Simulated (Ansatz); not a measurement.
The parent structure is TlZnBr₃ in the cubic perovskite structure (space group Pm-3m, No. 221; a = 5.135 Å; a hypothetical phase, not in the database extracts checked). Axes: x, y, z lie along the cube axes.

The change: a pure shear with ε_yz = ε_zy = 0.0172, atoms relaxed at fixed cell.

Level of theory: DFT with PBEsol, PAW potentials and a 420 eV plane-wave cutoff in Ansatz (a program for electronic structure), no spin-orbit coupling.

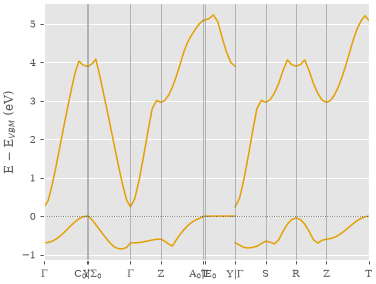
Fig. 1. Highest valence and lowest conduction band along the path of the changed cell's own zone

### Question
From the figure, how large is the changed gap, and is it direct?

### Answer
About 0.2 eV, indirect, Y → Γ.

Spin-orbit coupling, missing from the scalar runs, can matter with Tl. The cells carry an imposed strain or load. Whether these cells are dynamically stable was not tested. Many cubic perovskites are stable only at high temperature; tilts and polar distortions were not tested. Labels are those of the standard path for the cell's own space group.
